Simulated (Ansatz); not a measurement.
## Run report: LiH₂C₂F, molecular dynamics (part 1 of 3)

The run: molecular dynamics of LiH₂C₂F (disordered cell, 24 atoms in the cell). Method and program: DFT r2SCAN-D3(BJ), scalar-relativistic, plane waves, PAW (Ansatz 0.2.0).

The run did not end well. It belongs to a series of runs on one base structure; here: dynamics from the start.

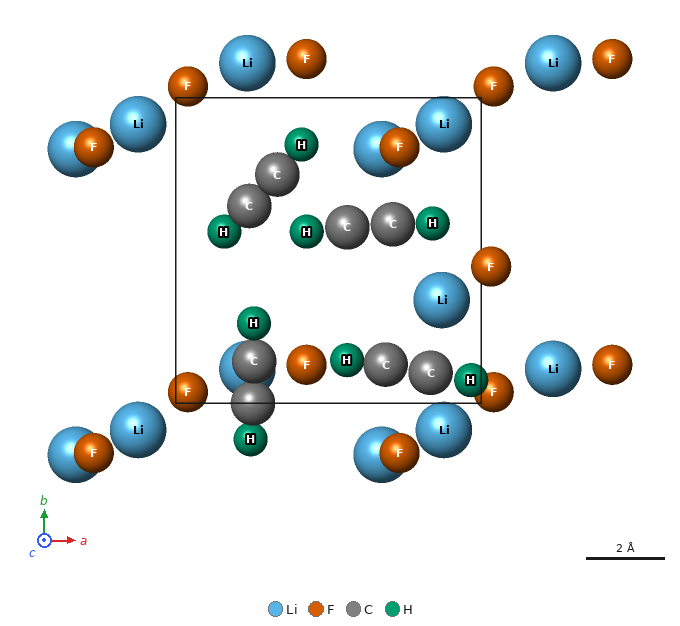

Figure 1. The starting structure (spheres-only view of the cell of the calculation, along the c axis).

### Input file
```yaml
crystal:
  lattice:
    - [7.93277, 0.0, 0.0]
    - [0.0, 7.93277, 0.0]
    - [0.0, 0.0, 7.93277]
  atoms:
    - { symbol: Li, position: [0.2345372, 0.11261116, 0.49032917] }
    - { symbol: F, position: [0.42806583, 0.12609858, 0.59304665] }
    - { symbol: Li, position: [0.86999585, 0.33781367, 0.09146736] }
    - { symbol: F, position: [1.03185812, 0.44733555, 0.15975126] }
    - { symbol: Li, position: [0.67361595, 0.83169911, 0.03533213] }
    - { symbol: F, position: [0.73230512, 0.83733166, 0.23852743] }
    - { symbol: Li, position: [0.87718527, 0.91290617, 0.38515239] }
    - { symbol: F, position: [1.04008917, 1.03641015, 0.46530893] }
    - { symbol: C, position: [0.33262277, 0.74839249, 0.51639237] }
    - { symbol: C, position: [0.24101531, 0.64545134, 0.45302915] }
    - { symbol: H, position: [0.15933575, 0.56152043, 0.38451799] }
    - { symbol: H, position: [0.41162733, 0.84652386, 0.56558785] }
    - { symbol: C, position: [0.25276537, 0.00034301, 0.90810483] }
    - { symbol: C, position: [0.25690537, 0.13732306, 0.97234559] }
    - { symbol: H, position: [0.25599904, 0.26156942, 1.02459099] }
    - { symbol: H, position: [0.24511754, -0.11764348, 0.8443478] }
    - { symbol: C, position: [0.71060475, 0.58547862, 0.80450548] }
    - { symbol: C, position: [0.56167087, 0.57571947, 0.83005542] }
    - { symbol: H, position: [0.42860621, 0.56164286, 0.84262574] }
    - { symbol: H, position: [0.8407243, 0.58831745, 0.77066491] }
    - { symbol: C, position: [0.83367024, 0.09994785, 0.87165507] }
    - { symbol: C, position: [0.68673764, 0.12685618, 0.8409421] }
    - { symbol: H, position: [0.56075036, 0.14115451, 0.78583713] }
    - { symbol: H, position: [0.96661995, 0.07576765, 0.88196774] }
basis:
  ecutwfc: 500.0
kpoints:
  mp_grid: { grid: [1, 1, 1] }
hamiltonian:
  xc: r2scan
  dispersion: d3bj
scf:
  occupations: { method: fermi_dirac, width: 0.05 }
  lower_state_search: "off"
md:
  timestep: 0.5
  n_steps: 20
  ensemble: nvt_langevin
  temperature: 500.0
  initial_velocities: maxwell_boltzmann
  seed: 217674
  friction: 0.02
```

Hardware: 1 thread of Arm Neoverse V1, 24 GiB of memory available, shared host.

Run as:
```bash
ansatz run input.yaml --threads 1 --pin off --max-ram 3072MiB --backend cpu --events-out ev --progress --plain --runs-dir out
```

### Output
```
Warning: md: disabling space-group detection — thermal motion breaks the input geometry's symmetry, so no spatial operation reduces the k-mesh or symmetrises the density; time reversal is kept, so that k and −k are solved as one point where they differ and the mesh holds both, and exact exchange and, on two spinor components, a DFT+U term hold to it where the run has them: on two components no moment then forms, and a state that bears one, which a typed moment (crystal.atoms[].spin; refused beside efield: under a hybrid functional) reaches, can lie lower, under hf by electronvolts; crystal.symmetry.detect: false (a key that needs symmetry detection or time reversal refuses this as the deck is read) with time_reversal: false beside it drops time reversal too
Warning: the engine holds no damping parameters fitted to this dispersion correction and functional, so the run takes those fitted to r2scan beside the three-body term, which d3bj leaves out (hamiltonian.dispersion, under Limitations)
Engine: ansatz 0.2.0, aarch64-unknown-linux-gnu
Pseudopotentials: kind: paw
Pseudopotential: Li, paw, valence charge 3, recommended cutoff 500 eV (meta_gga), Li.paw.azcp
Pseudopotential: F, paw, valence charge 7, recommended cutoff 500 eV (meta_gga), F.paw.azcp
Pseudopotential: C, paw, valence charge 4, recommended cutoff 500 eV (meta_gga), C.paw.azcp
Pseudopotential: H, paw, valence charge 1, recommended cutoff 500 eV (meta_gga), H.paw.azcp
Functional definition: r2SCAN
  parameter k0 = 0.174
  parameter k1 = 0.065
  parameter a1 = 4.9479
  exchange = r2scan_x(k0 = k0, k1 = k1, a1 = a1)
  correlation = r2scan_c
Crystal: 24 atoms, lattice volume = 499.200 Å³
Basis set: ecut = 500 eV, 12797 PW (Γ), exchange–correlation on 240×240×240 points (64 copies of the dense FFT grid, shifted against one another)
Bands: 64, of which v1, the nominal top of the filled ones, is band 40 counted from 1 (39 counted from 0)
Symmetry: 1 space group operations
k-points: 1
Non-local potential: Li, projectors of the file, l = 0: 3, l = 1: 2, l = 2: 1
Non-local potential: F, projectors of the file, l = 0: 2, l = 1: 2, l = 2: 1
Non-local potential: C, projectors of the file, l = 0: 2, l = 1: 2, l = 2: 1
Non-local potential: H, projectors of the file, l = 0: 2, l = 1: 1
PAW form: soft (Blöchl's): semilocal exchange-correlation on the pseudo side does not see the compensation charge
PAW frozen core: F, regenerated for the run's functional (the file was generated under x = pbe(κ = 0.804, μ = 0.2195149727645171), c = pbe(β = 0.06672455060314922))
PAW frozen core: C, regenerated for the run's functional (the file was generated under x = pbe(κ = 0.804, μ = 0.2195149727645171), c = pbe(β = 0.06672455060314922))
PAW one-centre angular grid: Li, 302 points (default); XC on 327 of its mesh's 2665 points in the sphere
PAW one-centre angular grid: F, 302 points (default); XC on 160 Gauss nodes
PAW one-centre angular grid: C, 302 points (default); XC on 239 of its mesh's 2573 points in the sphere
PAW one-centre angular grid: H, 302 points (default); XC on 160 Gauss nodes
Initial density: superposition of atomic densities (neutral atoms: chi_scale 0, normalization atom), corrected by the library's trained network
Initial wavefunctions: pseudopotential atomic-orbital guess
Functional: x = r2scan, c = r2scan; τ floored in thin density (d = 2e-4 eV/Å³)
SCF iter   1: F=-6199.234102 eV  HF=-6199.592754 eV  |F-HF|=3.59e-1  |Δ(HF+E_count)|=         —  Δρ=6.51e-3  dr2=3.36e-1  dr2_τ=1.82e0  ethr=1.77e-3  ⟨swp⟩=6.0  Hψ=301  notcnv=0  defer=6
preconditioner: auto → Resta (q_TF=auto, 2.011 Å⁻¹)  ε∞=2.2  [insulator: Δε(μ)=5.256 eV  Ē_g=12.039 eV  σ=0.050 eV  W_gap=1.00  n_scr=80 (ndim 8)  ℏωp=13.3 eV  f_vac=0.393  D(μ)=0.00/eV (n_scr^D=0)  ε∞_Penn≈2.2]
SCF iter   2: F=-6199.357523 eV  HF=-6199.392492 eV  |F-HF|=3.50e-2  |Δ(HF+E_count)|=   2.00e-1  Δρ=3.48e-3  dr2=7.45e-2  dr2_τ=5.08e-3  ethr=4.19e-4  ⟨swp⟩=3.0  Hψ=121  notcnv=0  defer=18
SCF iter   3: F=-6199.366349 eV  HF=-6199.374794 eV  |F-HF|=8.44e-3  |Δ(HF+E_count)|=   1.77e-2  Δρ=1.49e-3  dr2=2.32e-2  dr2_τ=1.13e-3  ethr=9.32e-5  ⟨swp⟩=3.0  Hψ=85  notcnv=0  defer=2
automatic band count: iteration 3 solves 48 bands in place of 64: the levels show a gap, and the empty bands left out lie too high to hold charge; the band table lists the bands solved (type scf.n_extra_bands for more)
SCF iter   4: F=-6199.371879 eV  HF=-6199.372033 eV  |F-HF|=1.54e-4  |Δ(HF+E_count)|=   2.76e-3  Δρ=7.04e-4  dr2=3.57e-3  dr2_τ=3.86e-4  ethr=2.90e-5  ⟨swp⟩=2.0  Hψ=95  notcnv=0  defer=1
automatic band count: iteration 4 solves 47 bands in place of 48: the levels show a gap, and the empty bands left out lie too high to hold charge; the band table lists the bands solved (type scf.n_extra_bands for more)
SCF iter   5: F=-6199.373060 eV  HF=-6199.372929 eV  |F-HF|=1.31e-4  |Δ(HF+E_count)|=   8.96e-4  Δρ=3.46e-4  dr2=8.22e-4  dr2_τ=8.69e-5  ethr=4.47e-6  ⟨swp⟩=2.0  Hψ=81  notcnv=0  defer=1
SCF iter   6: F=-6199.373406 eV  HF=-6199.373277 eV  |F-HF|=1.29e-4  |Δ(HF+E_count)|=   3.48e-4  Δρ=1.48e-4  dr2=1.09e-4  dr2_τ=1.21e-5  ethr=1.03e-6  ⟨swp⟩=2.0  Hψ=82  notcnv=0  defer=1
SCF iter   7: F=-6199.373445 eV  HF=-6199.373419 eV  |F-HF|=2.55e-5  |Δ(HF+E_count)|=   1.42e-4  Δρ=4.11e-5  dr2=1.11e-5  dr2_τ=9.90e-7  ethr=1.36e-7  ⟨swp⟩=2.0  Hψ=79  notcnv=0  defer=1
SCF iter   8: F=-6199.373405 eV  HF=-6199.373403 eV  |F-HF|=2.36e-6  |Δ(HF+E_count)|=   1.63e-5  Δρ=2.70e-5  dr2=3.33e-6  dr2_τ=3.14e-7  ethr=1.39e-8  ⟨swp⟩=2.0  Hψ=82  notcnv=0  defer=1
SCF iter   9: F=-6199.373407 eV  HF=-6199.373406 eV  |F-HF|=8.78e-7  |Δ(HF+E_count)|=   3.01e-6  Δρ=7.72e-6  dr2=3.80e-7  dr2_τ=3.72e-8  ethr=4.16e-9  ⟨swp⟩=2.0  Hψ=82  notcnv=0  defer=1
SCF iter  10: F=-6199.373407 eV  HF=-6199.373407 eV  |F-HF|=7.54e-8  |Δ(HF+E_count)|=   9.41e-7  Δρ=3.40e-6  dr2=6.85e-8  dr2_τ=6.92e-9  ethr=4.74e-10  ⟨swp⟩=2.0  Hψ=78  notcnv=0  defer=1
SCF iter  11: F=-6199.373407 eV  HF=-6199.373407 eV  |F-HF|=2.23e-8  |Δ(HF+E_count)|=   8.37e-8  Δρ=1.42e-6  dr2=1.19e-8  dr2_τ=1.29e-9  ethr=3.00e-11  ⟨swp⟩=5.0  Hψ=176  notcnv=0
SCF 1 converged in 11 iterations: F = -6199.373407 eV  dr2 = 1.19e-8
  greatest PAW one-centre occupation: 0.999 electrons in one spin orbital (limit 2), on the Li atom at site 0 (counted from 0), in its partial waves of l = 0
md step     0: t =     0.00 fs  T =   479.2 K  F+E_penalty+E_count = -6199.37340703 eV  E_kin = 1.486490 eV  (11 SCF iters)
Initial density: handed on by an earlier stage of this run
Initial wavefunctions: those handed on with the density
iter 1 solved again at ethr=1.89e-5 eV; its pass at ethr=3.10e-3 eV (dr2=1.51e-2 eV) is discarded
SCF iter   1: F=-6199.343262 eV  HF=-6199.350020 eV  |F-HF|=6.76e-3  |Δ(HF+E_count)|=         —  Δρ=2.05e-3  dr2=1.61e-2  dr2_τ=8.91e-3  ethr=1.89e-5  ⟨swp⟩=2.0  Hψ=257  notcnv=0
automatic band count: iteration 1 solves 47 bands in place of 64: the levels show a gap, and the empty bands left out lie too high to hold charge; the band table lists the bands solved (type scf.n_extra_bands for more)
preconditioner: auto → Resta (q_TF=auto, 2.011 Å⁻¹)  ε∞=2.8  [insulator: Δε(μ)=4.644 eV  Ē_g=9.887 eV  σ=0.050 eV  W_gap=1.00  n_scr=80 (ndim 8)  ℏωp=13.3 eV  f_vac=0.405  D(μ)=0.00/eV (n_scr^D=0)  ε∞_Penn≈2.8]
SCF iter   2: F=-6199.349043 eV  HF=-6199.349625 eV  |F-HF|=5.82e-4  |Δ(HF+E_count)|=   3.96e-4  Δρ=9.46e-4  dr2=2.66e-3  dr2_τ=5.09e-4  ethr=1.89e-5  ⟨swp⟩=3.0  Hψ=90  notcnv=0
SCF iter   3: F=-6199.349676 eV  HF=-6199.349649 eV  |F-HF|=2.73e-5  |Δ(HF+E_count)|=   2.43e-5  Δρ=4.23e-4  dr2=4.69e-4  dr2_τ=8.26e-5  ethr=3.33e-6  ⟨swp⟩=2.0  Hψ=80  notcnv=0
SCF iter   4: F=-6199.349782 eV  HF=-6199.349765 eV  |F-HF|=1.75e-5  |Δ(HF+E_count)|=   1.15e-4  Δρ=7.15e-5  dr2=2.82e-5  dr2_τ=2.42e-6  ethr=5.86e-7  ⟨swp⟩=2.0  Hψ=81  notcnv=0
[...]
md step     1: t =     0.50 fs  T =   497.1 K  F+E_penalty+E_count = -6199.34973147 eV  E_kin = 1.542066 eV  (9 SCF iters)
[... from here on the SCF iterations and repeated set-up lines of each step are left out, up to the last step ...]
md step     2: t =     1.00 fs  T =   480.5 K  F+E_penalty+E_count = -6199.28812567 eV  E_kin = 1.490681 eV  (9 SCF iters)
md step     3: t =     1.50 fs  T =   447.0 K  F+E_penalty+E_count = -6199.21363361 eV  E_kin = 1.386579 eV  (9 SCF iters)
md step     4: t =     2.00 fs  T =   418.3 K  F+E_penalty+E_count = -6199.14631579 eV  E_kin = 1.297532 eV  (8 SCF iters)
md step     5: t =     2.50 fs  T =   396.7 K  F+E_penalty+E_count = -6199.10092846 eV  E_kin = 1.230805 eV  (6 SCF iters)
md step     6: t =     3.00 fs  T =   398.8 K  F+E_penalty+E_count = -6199.07878244 eV  E_kin = 1.237079 eV  (6 SCF iters)
md step     7: t =     3.50 fs  T =   382.5 K  F+E_penalty+E_count = -6199.07141822 eV  E_kin = 1.186659 eV  (6 SCF iters)
md step     8: t =     4.00 fs  T =   385.3 K  F+E_penalty+E_count = -6199.08070622 eV  E_kin = 1.195201 eV  (6 SCF iters)
md step     9: t =     4.50 fs  T =   414.5 K  F+E_penalty+E_count = -6199.09929294 eV  E_kin = 1.285729 eV  (6 SCF iters)
md step    10: t =     5.00 fs  T =   419.2 K  F+E_penalty+E_count = -6199.10506604 eV  E_kin = 1.300336 eV  (9 SCF iters)
md step    11: t =     5.50 fs  T =   406.5 K  F+E_penalty+E_count = -6199.08540985 eV  E_kin = 1.261108 eV  (6 SCF iters)
md step    12: t =     6.00 fs  T =   408.0 K  F+E_penalty+E_count = -6199.03367368 eV  E_kin = 1.265655 eV  (6 SCF iters)
md step    13: t =     6.50 fs  T =   383.3 K  F+E_penalty+E_count = -6198.96164136 eV  E_kin = 1.188956 eV  (6 SCF iters)
md step    14: t =     7.00 fs  T =   372.1 K  F+E_penalty+E_count = -6198.89630919 eV  E_kin = 1.154303 eV  (6 SCF iters)
md step    15: t =     7.50 fs  T =   374.9 K  F+E_penalty+E_count = -6198.86750557 eV  E_kin = 1.163022 eV  (7 SCF iters)
md step    16: t =     8.00 fs  T =   369.6 K  F+E_penalty+E_count = -6198.88610617 eV  E_kin = 1.146646 eV  (6 SCF iters)
automatic band count: iteration 1 solves 47 bands in place of 64: the levels show a gap, and the empty bands left out lie too high to hold charge; the band table lists the bands solved (type scf.n_extra_bands for more)
preconditioner: auto → Resta (q_TF=auto, 2.011 Å⁻¹)  ε∞=2.9  [insulator: Δε(μ)=4.687 eV  Ē_g=9.746 eV  σ=0.050 eV  W_gap=1.00  n_scr=80 (ndim 8)  ℏωp=13.3 eV  f_vac=0.406  D(μ)=0.00/eV (n_scr^D=0)  ε∞_Penn≈2.9]
md step    17: t =     8.50 fs  T =   370.0 K  F+E_penalty+E_count = -6198.93290542 eV  E_kin = 1.147896 eV  (6 SCF iters)
[...]
SCF iter   1: F=-6198.972702 eV  HF=-6198.972727 eV  |F-HF|=2.48e-5  |Δ(HF+E_count)|=         —  Δρ=1.91e-4  dr2=1.10e-4  dr2_τ=6.49e-5  ethr=2.42e-6  ⟨swp⟩=3.0  Hψ=115  notcnv=0  defer=1
automatic band count: iteration 1 solves 47 bands in place of 64: the levels show a gap, and the empty bands left out lie too high to hold charge; the band table lists the bands solved (type scf.n_extra_bands for more)
preconditioner: auto → Resta (q_TF=auto, 2.011 Å⁻¹)  ε∞=2.9  [insulator: Δε(μ)=4.742 eV  Ē_g=9.763 eV  σ=0.050 eV  W_gap=1.00  n_scr=80 (ndim 8)  ℏωp=13.3 eV  f_vac=0.406  D(μ)=0.00/eV (n_scr^D=0)  ε∞_Penn≈2.9]
SCF iter   2: F=-6198.972721 eV  HF=-6198.972721 eV  |F-HF|=6.21e-8  |Δ(HF+E_count)|=   5.99e-6  Δρ=7.81e-5  dr2=1.35e-5  dr2_τ=1.19e-6  ethr=1.37e-7  ⟨swp⟩=2.0  Hψ=85  notcnv=0  defer=1
SCF iter   3: F=-6198.972676 eV  HF=-6198.972677 eV  |F-HF|=1.86e-6  |Δ(HF+E_count)|=   4.37e-5  Δρ=2.26e-5  dr2=3.00e-6  dr2_τ=4.18e-7  ethr=1.69e-8  ⟨swp⟩=2.0  Hψ=76  notcnv=0  defer=1
SCF iter   4: F=-6198.972677 eV  HF=-6198.972677 eV  |F-HF|=5.40e-8  |Δ(HF+E_count)|=   3.51e-7  Δρ=5.65e-6  dr2=1.73e-7  dr2_τ=2.11e-8  ethr=3.75e-9  ⟨swp⟩=2.0  Hψ=78  notcnv=0  defer=1
SCF iter   5: F=-6198.972677 eV  HF=-6198.972677 eV  |F-HF|=3.60e-8  |Δ(HF+E_count)|=   5.95e-8  Δρ=2.19e-6  dr2=4.18e-8  dr2_τ=2.61e-9  ethr=3.00e-11  ⟨swp⟩=5.0  Hψ=189  notcnv=0
```

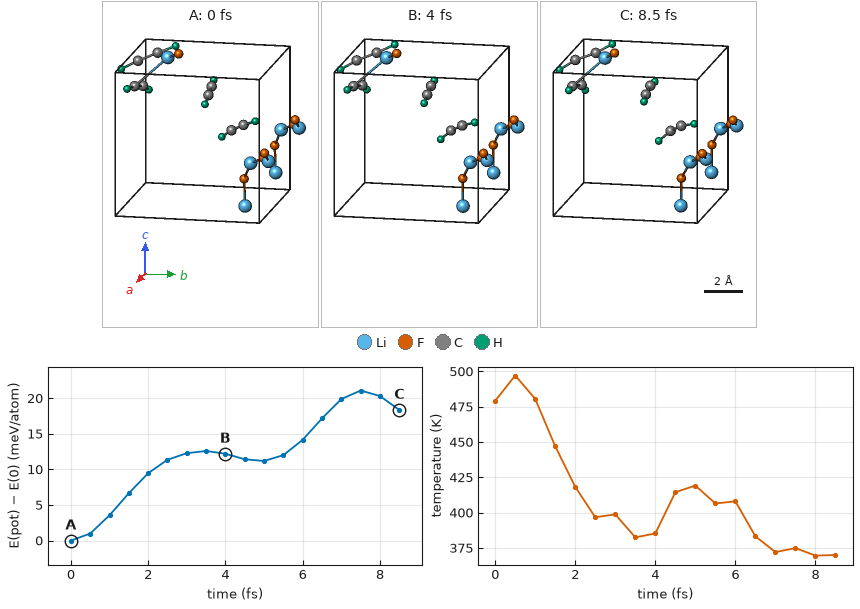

Figure 2. Frames of the molecular dynamics (ball-and-stick, simulation cell, seen slightly off an axis) above the curves, on which the letters mark them. The trajectory kept here has 18 frames over 8.5 fs. The temperature starts at 479 K, ranges from 370 to 497 K and averages 391 K over the second half. The potential energy ends 18.4 meV/atom above its first value. With the common drift removed, the root-mean-square displacement is 0.12 Å, and H11 has moved furthest (0.28 Å).

```
Step cancelled. What follows is not a result of the run: it is the report of the last solve that finished, which converged after 6 SCF iterations.
Free energy (F): -6198.932905 eV
Harris-Foulkes:  -6198.932905 eV  (|F-HF|=9.63e-9)
Internal energy: -6198.932905 eV  (E = F + TS)
E sigma→0 (E₀):  -6198.932905 eV
Fermi energy:    -1.361346 eV
--- Per-component energies (eV) ---
  E_band       = -1084.535983
  E_kinetic    = 1725.249182
  E_local      = -7039.051885  (includes V_loc(G=0)·N_el)
  E_nonlocal   = 394.828211
  E_hartree    = 2647.119778
  E_xc         = -796.040202
  E_vxc        = -1138.740281  (∫ρ·V_xc dr)
  E_paw        = -1710.563301  (= ΣΔE_a)
  E_vpaw       = -400.454015  (= ΣTr[D̂ρ^β])
  E_aug_tail   = 0.000090  (compensation charges beyond the density's cutoff)
  E_vtau       = 79.394467  (kinetic-family band-sum trace: ∫τ·v_τ [+ j·A + Jᵃ·Aᵃ] dr)
  E_ewald      = -1419.631950
  E_disp       = -0.519073  (pairwise vdW)
  E_core_change = -0.323756  (= ΣΔE_core)
  E_smearing   = -0.000000  (= −TS)
  E_closure    = 0.000000  (closes the sum)
  Σ components = -6198.932905   (vs F -6198.932905, Δ=0.00e0)
```
